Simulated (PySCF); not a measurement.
Dissociation curve of SMILES [CH3][GeH3] (CH6Ge), singlet. The Ge2–H8 bond (Ge2 also carries C, H, H; H8 carries nothing else) is pulled apart rigidly from the PBE0/def2-TZVP optimised geometry.

Methods: UKS-PBE = unrestricted PBE/def2-TZVP (PySCF); RHF/def2-TZVP (PySCF); UKS-PBE0 = unrestricted PBE0/def2-TZVP (PySCF).

Magnitude of the dipole moment (D; its direction can reverse along the curve, and a method can change to another solution) and Mulliken charge of the fragment that holds Ge2:

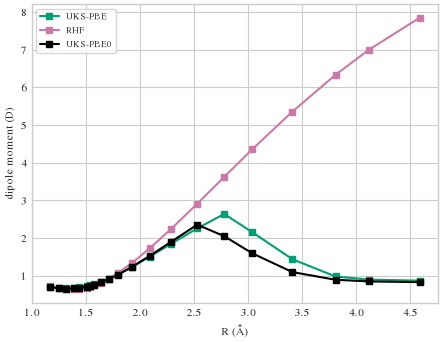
Fig. 1. Dipole moment against bond length.

```
R / Å  μ UKS-PBE  q UKS-PBE  μ RHF  q RHF  μ UKS-PBE0  q UKS-PBE0
-----  ---------  ---------  -----  -----  ----------  ----------
1.17        0.70       0.03   0.71   0.09        0.69        0.03
1.25        0.68       0.00   0.67   0.06        0.66        0.01
1.32        0.67       0.00   0.64   0.04        0.65        0.00
1.39        0.68       0.00   0.64   0.04        0.66        0.00
1.44        0.69       0.00   0.64   0.04        0.67        0.00
1.51        0.73       0.01   0.68   0.04        0.71        0.00
1.54        0.75       0.01   0.70   0.04        0.73        0.01
1.58        0.78       0.02   0.74   0.04        0.76        0.01
1.64        0.84       0.03   0.81   0.05        0.82        0.02
1.71        0.92       0.04   0.91   0.05        0.90        0.03
1.80        1.04       0.05   1.07   0.07        1.03        0.04
1.93        1.23       0.06   1.34   0.08        1.24        0.05
2.09        1.50       0.08   1.72   0.11        1.52        0.07
2.29        1.85       0.11   2.24   0.14        1.90        0.10
2.53        2.25       0.13   2.91   0.19        2.35        0.13
2.78        2.63       0.15   3.62   0.23        2.05        0.10
3.04        2.15       0.11   4.35   0.27        1.59        0.06
3.41        1.44       0.05   5.35   0.31        1.09        0.03
3.81        0.97       0.01   6.33   0.33        0.89        0.01
4.12        0.89       0.00   7.00   0.34        0.84        0.00
4.59        0.86       0.00   7.85   0.35        0.82        0.00
```

The unrestricted determinant behind UKS-PBE is spin-contaminated at 3.04 to 4.59 Å (<S²> up to 1.0, against 0.00 for a pure singlet). The restricted form behind RHF keeps the bonding electrons paired and can't separate into open-shell fragments. The unrestricted determinant behind UKS-PBE0 is spin-contaminated at 2.78 to 4.59 Å (<S²> up to 1.0, against 0.00 for a pure singlet).
